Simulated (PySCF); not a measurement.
C₂F₂ (SMILES FC#CF)

Input file:

```
{"job": {"kind": "nmr", "xc": "PBE0", "basis": "pcSseg-2"}, "charge": 0, "multiplicity": 1}
F     -1.821550    -0.020811     0.691066
C     -0.569871    -0.011994     0.435535
C      0.588840    -0.000514     0.192951
F      1.840615     0.007850    -0.062953
```

Launched as:

```sh
OMP_NUM_THREADS=1 python probes_run.py task.json out
```

Geometry: PBE0-D3(BJ)/def2-TZVP.

Theory: PBE0/pcSseg-2, SCF density, gas phase, non-relativistic in PySCF.

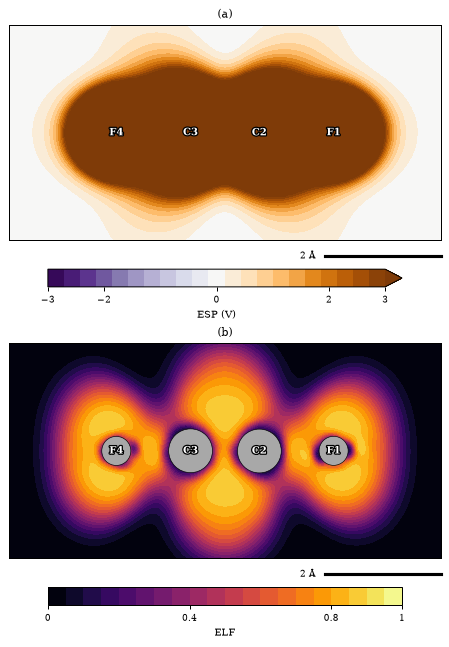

Figure 1. (a) electrostatic potential; (b) electron localisation function on a plane that holds the molecular axis. Grey discs cover the atomic cores in the ELF map.

Describe what can be read from this map.

Answer. The plane passes through F and C nuclei.
C–C (1.18 Å): the ELF peaks at about 0.75 between the atoms (a short, multiple covalent bond).
C–F (1.28 Å): the ELF peaks at about 0.85 between the atoms (a shared but strongly polarised pair).
The ELF also peaks beside F4 and F1, away from the bonds: lone-pair regions.
The potential has no marked negative region in this plane.

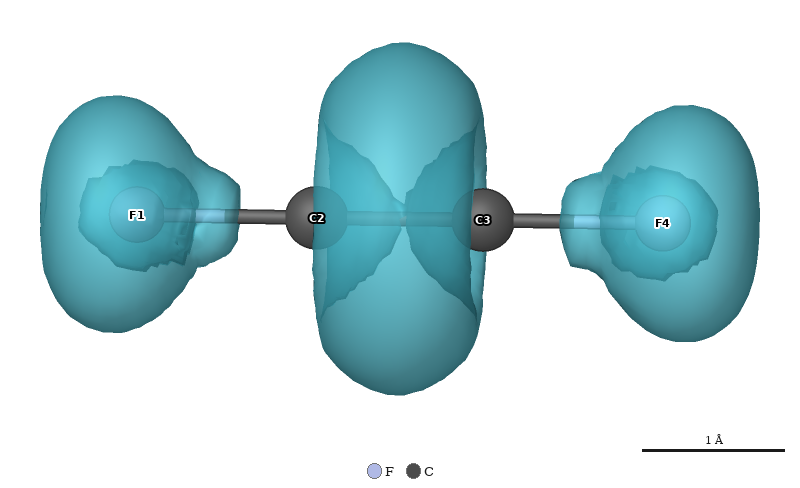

Figure 2. Isosurface of the ELF at 0.75 (cyan), seen from one side. Core shells and regions of very low density are left out.

Describe the localisation domains.

Answer. The ELF exceeds this value in one region between bonded C–C atoms (shared pairs) and two regions on F in which the atom's valence shell and bonds are merged.
